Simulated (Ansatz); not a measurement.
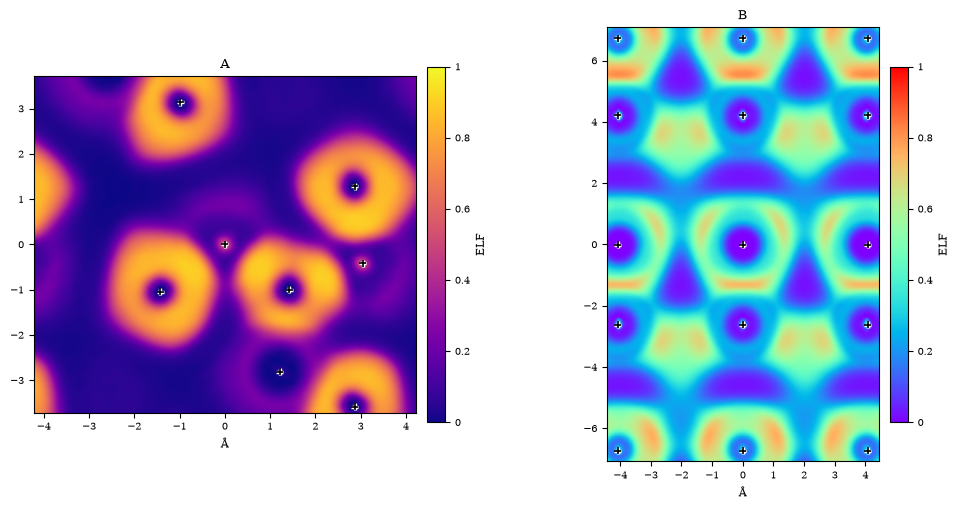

The ELF of 2 systems, each on a plane through atoms (crosses mark nuclei in the plane).

The calculation used DFT, HSE06, plane waves, PAW (Ansatz 0.2.0).

System 1: Ga₄SbAs₃, the (101̄) plane of the conventional cell. Space group Cm; started from the ordered alloy on wurtzite lattice prototype, which need not be the ambient phase.

```xyz
16
Lattice="-15.1907 0.0000 -0.0715 0.0000 4.0819 0.0000 3.3049 0.0000 -6.2381" Properties=species:S:1:pos:R:3 pbc="T T T"
As  -14.0448    0.0000   -2.1215
As   -6.4494    2.0410   -2.0858
As   -8.3696    2.0410   -5.7604
As   -0.7743    0.0000   -5.7246
Ga  -11.8976    0.0000   -0.8998
Ga   -4.3022    2.0410   -0.8641
Ga   -6.1541    2.0410   -4.5765
Ga    1.4412    0.0000   -4.5407
As   -4.8831    0.0000   -5.2510
As    2.7123    2.0410   -5.2152
Sb   -9.9967    0.0000   -2.6665
Sb   -2.4014    2.0410   -2.6307
Ga  -10.2608    2.0410   -4.2129
Ga   -2.6655    0.0000   -4.1771
Ga   -7.6936    0.0000   -1.4346
Ga   -0.0983    2.0410   -1.3988
```

System 2: Si₂GeN₄, the (010) plane of the conventional cell. Space group Pm; a structure from a database of computed crystals, not necessarily the ambient phase; started from the beta-nitride host prototype, which need not be the ambient phase.

```
Si Ge N
1.0
    -3.86223    0.00000    6.70919
     0.00000   -2.96286    0.00000
     7.75227    0.00000    0.01606
Si Ge N
4 2 8
Direct
  0.82515 0.50000 0.59585
  0.23063 0.00000 0.82710
  0.59369 0.00000 0.76521
  0.40624 0.50000 0.22830
  0.76298 0.50000 0.17083
  0.17937 0.00000 0.40931
  0.66335 0.50000 0.33994
  0.34049 0.00000 0.67832
  0.66766 0.50000 0.69791
  0.96931 0.00000 0.67194
  0.69707 0.00000 0.01873
  0.29879 0.50000 0.96895
  0.33570 0.00000 0.29332
  0.02956 0.50000 0.33428
```

**Match each panel to its system.**

Panel A is system 2, Si₂GeN₄: the plane holds Si, Ge and N. Si–N (1.71 Å): the ELF peaks at about 0.90 between the atoms: a polar covalent bond. Panel B is system 1, Ga₄SbAs₃: the plane holds As, Ga and Sb. Ga–As (2.51 Å): the ELF peaks at about 0.80 between the atoms: a covalent bond.
